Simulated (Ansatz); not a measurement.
# triplet AlSi2H5O at 6 levels

Aim: a comparison of 6 runs (U-r2SCAN/6-31G*, U-wB97M-V/6-31G*, UBLYP/6-31G*, UCAM-B3LYP/6-31G*, UPBE/6-31G*, UB3LYP/6-31G*) of triplet AlSi2H5O. 

Program for the calculation: Ansatz 0.2.0.

83 further runs of the same task are left out: 1 that didn't finish, 82 set aside as unsound or not needed.

## 1. The molecule

AlSi2H5O: 9 atoms, total charge 0, spin state triplet. As SMILES of the parent species, `[SiH3][Al]1[O][SiH2]1`. Geometry: relaxed at PBE0-D4/def2-TZVP. That shape belongs to the parent species and isn't relaxed for this state.

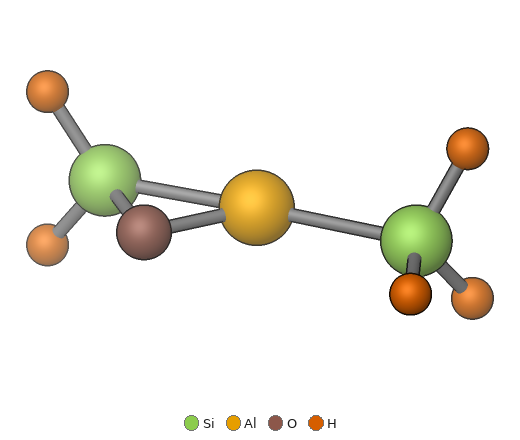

Viewed from a chosen angle; silicon green, aluminium amber, oxygen brown, hydrogen orange.

## 2. A single-point energy at U-r2SCAN/6-31G(d) (spherical functions) (run 1)

Input file job.yaml:

```yaml
crystal:
  periodic: [false, false, false]
  atoms:
    - {symbol: Si, position_ang: [-0.652900, 1.717100, -1.334700]}
    - {symbol: Al, position_ang: [-0.124900, -0.148900, 0.162800]}
    - {symbol: O, position_ang: [1.392700, -0.965300, 0.434300]}
    - {symbol: Si, position_ang: [0.478600, -1.877700, 1.520900]}
    - {symbol: H, position_ang: [-1.763800, 1.326700, -2.244900]}
    - {symbol: H, position_ang: [-1.100100, 2.886400, -0.529300]}
    - {symbol: H, position_ang: [0.526500, 2.112800, -2.150200]}
    - {symbol: H, position_ang: [0.403300, -3.327600, 1.187000]}
    - {symbol: H, position_ang: [0.929000, -1.770000, 2.936900]}
basis:
  gaussian:
    orbitals: 6-31G_st_-spherical.json
magnetization:
  spin_polarized: true
  initial_magnetization: 2
hamiltonian:
  xc: {name: r2SCAN}
accuracy: high
output: {orbitals: {seedname: orbitals}}
```

The basis set 6-31G* is read from a file made from the Basis Set Exchange's data (not shown).

On the command line:

```bash
$ ansatz run job.yaml --threads 1 --pin off --max-ram 3480MiB --events-out events.jsonl --progress --plain --runs-dir runs
```

Output:

```text
Warning: RAYON_NUM_THREADS=1 ignored (pool sized by the plan → 1); use --threads N
Functional definition: r2SCAN
  name "r2SCAN"
  parameter k0 = 0.174
  parameter k1 = 0.065
  parameter a1 = 4.9479
  exchange = r2scan_x(k0 = k0, k1 = k1, a1 = a1)
  correlation = r2scan_c
1704 factors; integrals over basis functions are off by at most 7.2e-9 eV
mean field evaluation 1: about -24467.2282 eV, gradient 4.0e1 eV
mean field evaluation 2: about -24382.5156 eV, gradient 1.2e2 eV
mean field evaluation 4: about -24472.8228 eV, gradient 1.1e1 eV
mean field evaluation 8: about -24473.7318 eV, gradient 3.0e-1 eV
mean field evaluation 16: about -24473.7293 eV, gradient 3.6e-2 eV
mean field evaluation 32: about -24473.7293 eV, gradient 1.3e-6 eV
mean field evaluation 64: about -24473.7189 eV, gradient 1.4e-5 eV
mean field -24473.72931941 eV, -899.3929635987 hartree, gradient 6.1e-8 eV, S^2 2.013825; 4 other end points of the search recorded, 0 dependent functions left out
reference -24473.72932408 eV, -899.3929637705 hartree; 28, 26 occupied and 50, 52 virtual orbitals, 1704 factors
Total energy: -24473.72932408 eV, -899.3929637705 hartree
```

Run time: 2.2 min. Hardware: 1 thread of Arm Neoverse V1, shared host; peak memory 0.48 GiB.

## 3. A single-point energy at U-wB97M-V/6-31G(d) (spherical functions) (run 2)

Input file run.yaml:

```yaml
crystal:
  periodic: [false, false, false]
  atoms:
    - symbol: Si
      position_ang: [-0.652900, 1.717100, -1.334700]
    - symbol: Al
      position_ang: [-0.124900, -0.148900, 0.162800]
    - symbol: O
      position_ang: [1.392700, -0.965300, 0.434300]
    - symbol: Si
      position_ang: [0.478600, -1.877700, 1.520900]
    - symbol: H
      position_ang: [-1.763800, 1.326700, -2.244900]
    - symbol: H
      position_ang: [-1.100100, 2.886400, -0.529300]
    - symbol: H
      position_ang: [0.526500, 2.112800, -2.150200]
    - symbol: H
      position_ang: [0.403300, -3.327600, 1.187000]
    - symbol: H
      position_ang: [0.929000, -1.770000, 2.936900]
basis:
  gaussian:
    orbitals: 6-31G_st_-spherical.json
total_charge: 0
hamiltonian:
  xc: {name: wB97M-V}
magnetization:
  spin_polarized: true
  initial_magnetization: 2
accuracy: high
output: {orbitals: {seedname: orbitals}}
```

The basis set 6-31G* is read from a file made from the Basis Set Exchange's data (not shown).

On the command line:

```bash
$ ansatz run run.yaml --threads 1 --pin off --max-ram 3480MiB --events-out events.jsonl --progress --plain --runs-dir runs
```

Output, cut to the lines that bear on the results:

```text
Warning: RAYON_NUM_THREADS=1 ignored (pool sized by the plan → 1); use --threads N
Functional definition: wB97M-V
  name "wB97M-V"
[...]
  gx(w, u) = 1 - cx + cx01*u + cx10*w
  gss(w, u) = css00 + css04*u^4 + css10*w + css20*w^2 + css43*w^4*u^3
  gos(w, u) = cos00 + cos10*w + (cos20 + cos21*u)*w^2 + (cos60 + cos61*u)*w^6
[...]
      + integral(e_c_pw_mod_opposite_spin*gos(b97_w_opposite, b97_u_opposite)) + vv10(b, c)
1704 factors; integrals over basis functions are off by at most 7.2e-9 eV
448 factors; integrals over basis functions are off by at most 2.3e-9 eV
[...]
mean field -24474.16000644 eV, -899.4087910550 hartree, gradient 7.0e-8 eV, S^2 2.003552; 2 other end points of the search recorded, 0 dependent functions left out
reference -24474.16001209 eV, -899.4087912628 hartree; 28, 26 occupied and 50, 52 virtual orbitals, 1704 factors
Total energy: -24474.16001209 eV, -899.4087912628 hartree
```

Run time: 5.6 min. Hardware: 1 thread of Arm Neoverse V1, shared host; peak memory 1.2 GiB.

Runs 3 to 5 aren't shown in full; the table further down has their settings and results.

## 4. A single-point energy at UB3LYP/6-31G(d) (Cartesian functions) (run 6)

Edit job.yaml of step 2 so:

```diff
@@ -1 +1,4 @@
+basis:
+  gaussian:
+    orbitals: "6-31G*"
 crystal:
@@ -12,5 +15,2 @@
     - {symbol: H, position_ang: [0.929000, -1.770000, 2.936900]}
-basis:
-  gaussian:
-    orbitals: 6-31G_st_-spherical.json
 magnetization:
@@ -18,5 +18,6 @@
   initial_magnetization: 2
+output:
+  orbitals: {seedname: orbitals}
 hamiltonian:
-  xc: {name: r2SCAN}
+  xc: {name: B3LYP}
 accuracy: high
-output: {orbitals: {seedname: orbitals}}
```

On the command line:

```bash
$ ansatz run job.yaml --threads 1 --pin off --max-ram 3480MiB --events-out events.jsonl --progress --plain --runs-dir runs
```

Output:

```text
Warning: RAYON_NUM_THREADS=1 ignored (pool sized by the plan → 1); use --threads N
Functional definition: B3LYP
  name "B3LYP"
  parameter a0 = 0.2
  parameter ax = 0.72
  parameter ac = 0.81
  exchange = (1 - a0 - ax)*slater_x + ax*b88_x + a0*exact_x
  correlation = (1 - ac)*vwn_rpa_c + ac*lyp_c
1758 factors; integrals over basis functions are off by at most 9.0e-9 eV
mean field evaluation 1: about -24471.9336 eV, gradient 4.0e1 eV
mean field evaluation 2: about -24411.2353 eV, gradient 1.1e2 eV
mean field evaluation 4: about -24478.3653 eV, gradient 3.6e0 eV
mean field evaluation 8: about -24478.6256 eV, gradient 3.1e-1 eV
mean field evaluation 16: about -24478.6272 eV, gradient 9.6e-4 eV
mean field evaluation 32: about -24478.6272 eV, gradient 3.4e-5 eV
mean field -24478.62720680 eV, -899.5729576404 hartree, gradient 2.8e-8 eV, S^2 2.004117; 3 other end points of the search recorded, 0 dependent functions left out
reference -24478.62725462 eV, -899.5729593976 hartree; 28, 26 occupied and 54, 56 virtual orbitals, 1758 factors
Total energy: -24478.62725462 eV, -899.5729593976 hartree
```

It took 47 s on 1 thread of Arm Neoverse V1, shared host; peak memory 0.46 GiB.

## 5. All runs side by side

| run | level | Cartesian functions | energy (Eh) | HOMO energy (eV) | ⟨S²⟩ | wall time |
| --- | --- | --- | --- | --- | --- | --- |
| 1 | U-r2SCAN/6-31G* (spherical functions) | no | -899.392964 | -2.99 | 2.014 | 2.2 min |
| 2 | U-wB97M-V/6-31G* (spherical functions) | no | -899.408791 | -5.07 | 2.004 | 5.6 min |
| 3 | UBLYP/6-31G* (spherical functions) | no | -899.477310 | -2.59 | 2.003 | 46 s |
| 4 | UCAM-B3LYP/6-31G* (spherical functions) | no | -899.482675 | -4.51 | 2.006 | 40 s |
| 5 | UPBE/6-31G* (spherical functions) | no | -898.984760 | -2.82 | 2.004 | 37 s |
| 6 | UB3LYP/6-31G* (Cartesian functions) | yes | -899.572959 | -3.36 | 2.004 | 47 s |

## 6. Summary of results

| quantity | value |
| --- | --- |
| run 6: total energy | -899.57296 Eh |
| run 6: HOMO energy (highest over α and β) | -3.36 eV |
| run 6: ⟨S²⟩ | 2.004 |

Totals of different functionals can't be ranked against each other. All runs together took 11 min, the longest 5.6 min.
